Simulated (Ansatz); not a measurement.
# SiH₂Cl (doublet): the correlation ladder at distance Cl1–H2 along a hydrogen transfer = 1.458 Å, cc-pVTZ

How much of the correlation energy of SiH₂Cl (doublet) does each wave-function method recover here?

The runs use Ansatz 0.2.0, Gaussian basis; cc-pVTZ, core rule «outside noble gas», up to 10 orbitals frozen.

To be run: UHF; CCSD(T) on ROHF; CCSD(T) on UHF; BCCD(T) on ROHF; CCSDT(Q) on ROHF; CCSDT(Q) on UHF; CASSCF and NEVPT2, 3 electrons in 3 orbitals; CASSCF and NEVPT2, 13 electrons in 10 orbitals.

### 1 The system

The geometry derives from fragments relaxed apart (PBE0/def2-TZVP) and kept rigid, so it is no stationary point. A hydrogen atom is moved between rigid fragments.

4 atoms, charge 0, spin multiplicity 2.

Atoms are counted from 1 here; the program's logs count them from 0.

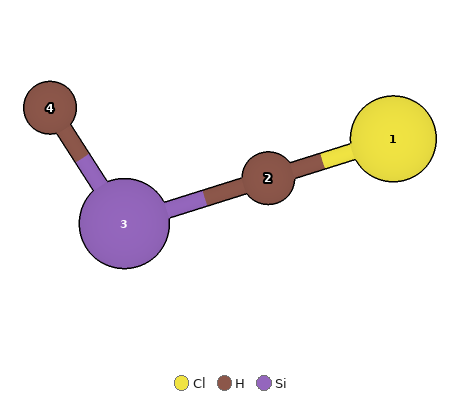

The geometry (chlorine yellow, hydrogen brown, silicon purple); atoms are numbered from 1 in the order of the file.

Coordinates:

```xyz
4
ClH2Si
Cl   -1.4212    0.0227    0.0000
H     0.0368    0.0227    0.0000
Si    1.7168    0.0227    0.0000
H     2.1133   -1.4568    0.0000
```

### 2 UHF

in.yaml reads:

```yaml
crystal:
  periodic: [false, false, false]
  atoms:
    - {symbol: Cl, position_ang: [-1.421177, 0.022748, 0.000000]}
    - {symbol: H, position_ang: [0.036823, 0.022748, 0.000000]}
    - {symbol: Si, position_ang: [1.716823, 0.022748, 0.000000]}
    - {symbol: H, position_ang: [2.113257, -1.456765, 0.000000]}
basis:
  gaussian: {orbitals: cc-pVTZ}
magnetization: {spin_polarized: true, initial_magnetization: 1}
hamiltonian: {xc: hf}
output: {orbitals: {seedname: orbitals}}
```

Command:

```
> ansatz run in.yaml --threads 1 --pin off --events-out ev --progress --plain --max-ram 2816MiB --backend cpu
```

The runs that follow: CCSD(T) on ROHF; CCSD(T) on UHF; BCCD(T) on ROHF; CCSDT(Q) on ROHF; CCSDT(Q) on UHF; CASSCF and NEVPT2, 3 electrons in 3 orbitals; CASSCF and NEVPT2, 13 electrons in 10 orbitals.

Q: Predict the results of all the runs planned. Wanted: UCCSDT(Q) below the RHF energy; RMP2 from UCCSDT(Q); UMP2 from UCCSDT(Q); RCCSD from UCCSDT(Q); RCCSD(T) from UCCSDT(Q); UCCSD(T) from UCCSDT(Q); RCCSDT(Q) from UCCSDT(Q); NEVPT2 pair from UCCSDT(Q); NEVPT2 valence from UCCSDT(Q).

As calculated:

| quantity | value |
| --- | --- |
| UCCSDT(Q) below the RHF energy | -9.8772 eV |
| RMP2 from UCCSDT(Q) | +140.7 kJ/mol |
| UMP2 from UCCSDT(Q) | +148.5 kJ/mol |
| RCCSD from UCCSDT(Q) | +41.7 kJ/mol |
| RCCSD(T) from UCCSDT(Q) | +5.3 kJ/mol |
| UCCSD(T) from UCCSDT(Q) | +5.5 kJ/mol |
| RCCSDT(Q) from UCCSDT(Q) | +0.1 kJ/mol |
| NEVPT2 pair from UCCSDT(Q) | +139.3 kJ/mol |
| NEVPT2 valence from UCCSDT(Q) | +192.1 kJ/mol |
| levels within 1 kcal/mol (43 meV) | RCCSDT, UCCSDT, RCCSDT(Q) |
| T1 diagnostic | 0.020 |
| effectively unpaired electrons | 1.06 |

In words: RCCSD(T) misses by +5.3 kJ/mol, 0.6 % of the correlation energy. One determinant dominates. Of the multireference levels listed NEVPT2 pair comes nearest in total energy (+139.3 kJ/mol), which doesn't show that its space is the better one. Coupled cluster took another determinant than the lowest Hartree-Fock one. These misses are within one basis, not against nature; the frozen cores of restricted and unrestricted runs differ, which can shift their rows.
